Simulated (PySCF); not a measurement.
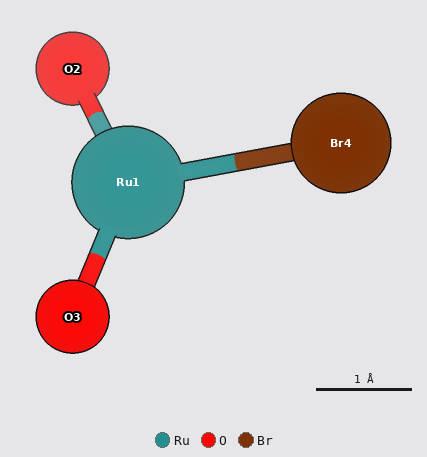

**Figure 1.** The structure as given in the input (ball-and-stick view, seen at an oblique angle; atoms are numbered from 1 in the order of the input). Sticks mark near contacts. Bond lengths as drawn: Br–Ru 2.38 Å and O–Ru 1.65 Å.

# Frequency calculation of RuO$_{2}$Br

RuO$_{2}$Br, multiplicity 2, computed with UKS-based PBE0, Ru def2-TZVP with ECP28, O def2-TZVP, Br def2-TZVP; non-relativistic Hamiltonian with a scalar-relativistic core potential; density fitting (PySCF 2.14.0).

### What the program printed
```
init E= -2819.101077284
  alpha nocc = 34  HOMO = -0.291529265461284  LUMO = -0.156507516197269
  beta  nocc = 33  HOMO = -0.288452416124749  LUMO = -0.197296903838646
  HOMO = -0.288452416125  LUMO = -0.197296903839  gap/eV = 2.48047
cycle= 1 E= -2819.101077284  delta_E= 3.64e-12  |g|= 3.37e-06  |ddm|= 2.89e-06
  alpha nocc = 34  HOMO = -0.291529351437091  LUMO = -0.156508451451414
  beta  nocc = 33  HOMO = -0.288452552330404  LUMO = -0.197297556219838
  HOMO = -0.28845255233  LUMO = -0.19729755622  gap/eV = 2.48045
Extra cycle  E= -2819.10107728393  delta_E= 6.73e-11  |g|= 1.38e-05  |ddm|= 8.54e-06
converged SCF energy = -2819.10107728393  <S^2> = 0.75652121  2S+1 = 2.0065106
```

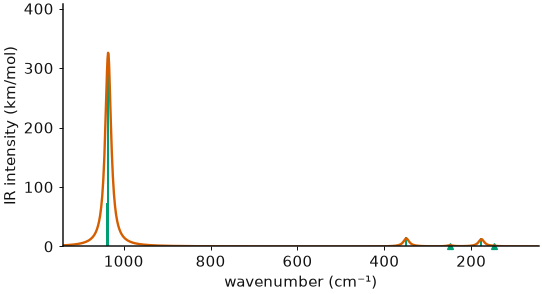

**Figure 2.** Harmonic infrared spectrum, unscaled: sticks (degenerate modes added up, dark ones marked on the axis) with a Lorentzian envelope of 16 cm⁻¹ full width, scaled to the tallest stick. 6 modes from 147 to 1038 cm⁻¹, none imaginary. The strongest line is at 1035 cm⁻¹ (326 km/mol). All modes, in cm⁻¹ (km/mol): 147 (0.5), 176 (14.9), 249 (2.2), 349 (16.4), 1035 (326), 1038 (74).

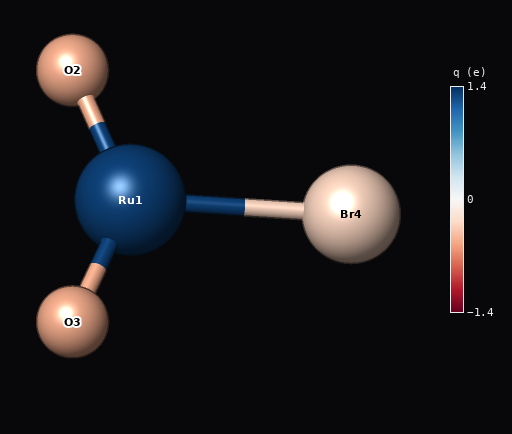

**Figure 3.** Mulliken charges, as the colour of each atom (ball-and-stick view, seen at a tilt; atoms are numbered from 1 in the order of the input). By element: Ru +1.31, O −0.50 and Br −0.30 e.

The run was set up as follows.

### Input
```python
from pyscf import gto, scf, dft
mol = gto.M(atom='''
Ru     0.000000     0.000000    -0.788173
O      1.531016     0.000000    -1.408430
O     -1.531016     0.000000    -1.408430
Br     0.000000     0.000000     1.588651''',
    basis={'Ru': 'def2-TZVP', 'O': 'def2-TZVP', 'Br': 'def2-TZVP'},
    ecp={'Ru': 'def2-TZVP'},
    charge=0, spin=1)
mf = dft.UKS(mol, xc='PBE0')
mf.grids.atom_grid = (75, 302)
aux = {'Ru': 'def2-universal-JKFIT', 'O': 'def2-universal-JKFIT', 'Br': 'def2-universal-JKFIT'}
mf = mf.density_fit(auxbasis=aux)
mf.conv_tol = 1e-09
mf.diis_space = 10
mf.max_cycle = 60
mf.verbose = 4
mf.kernel()
```

The script is an equivalent of the set-up of the self-consistent field. The run itself was carried out by a driver, which started from the orbitals of the step before it where there was one and computed the further properties.

Launch command:
```bash
OMP_NUM_THREADS=4 python axn.py task.json out
```

### Key numbers

```csv
quantity,value
outcome,converged
total energy,−2819.101077 hartree
⟨S²⟩,0.757
zero-point energy,0.006823 hartree
dipole moment,0.67 D
"wavenumbers, lowest and highest",147 and 1038 cm⁻¹
hardware,"4 threads of Arm Neoverse V1, 24 GiB of memory available, shared host"
wall time,1.8 min (CPU time 5.8 min)
peak memory,1.6 GiB
```
